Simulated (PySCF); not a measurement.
```xyz
16

C     2.1928   -0.0876    0.1419
C     0.8795   -0.3609   -0.4689
C    -0.3743   -0.1221    0.2858
C    -1.4632   -1.1334   -0.0878
F    -2.5484   -0.9842    0.7400
C    -0.9353    1.2966    0.0238
F    -1.1109    1.5104   -1.3011
F    -0.0622    2.2390    0.4476
H     2.9943   -0.5180   -0.4531
H     2.2437   -0.4799    1.1587
H     2.3754    0.9924    0.2157
H     0.8037   -0.5069   -1.5320
H    -0.1883   -0.1748    1.3642
H    -1.8153   -0.9779   -1.1119
H    -1.1007   -2.1569    0.0386
H    -1.8984    1.4730    0.5269
```

Geometry: GFN2-xTB.

Method: UKS B3LYP, pcH-1 on C F H, non-relativistic, mean-field spin-orbit, GIAO in PySCF.

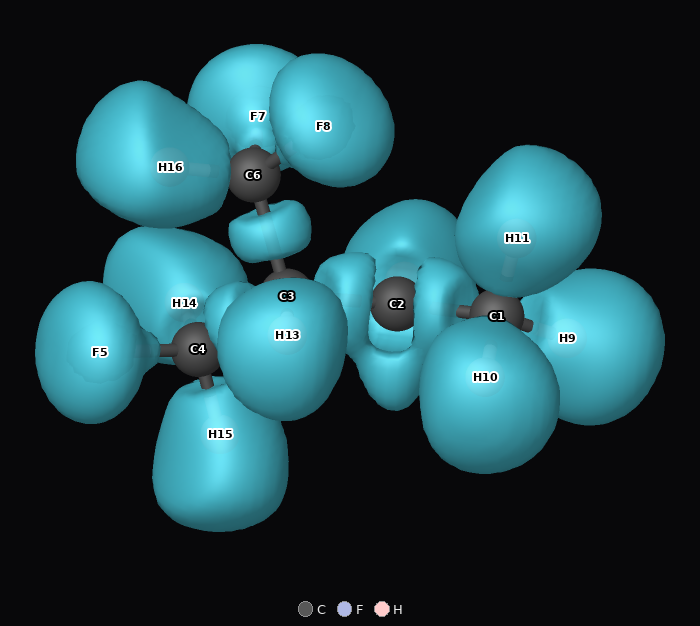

C₅H₈F₃ (SMILES C[CH][C@H](CF)C(F)F) (doublet). Isosurface of the ELF at 0.75 (cyan), seen at a tilt. Core shells and regions of very low density are left out.

> Identify the bonds, lone pairs and shells in this picture.

The ELF exceeds this value in two regions between bonded C–C atoms (shared pairs), eight regions around hydrogen nuclei and three regions on F in which the atom's valence shell and bonds are merged.

Values along the shortest contacts:
C–F (1.35 Å): the ELF peaks at about 0.85 between the atoms; a polar covalent bond. C–C (1.47 Å): the ELF peaks at about 0.95 between the atoms (localised, covalent bonding).
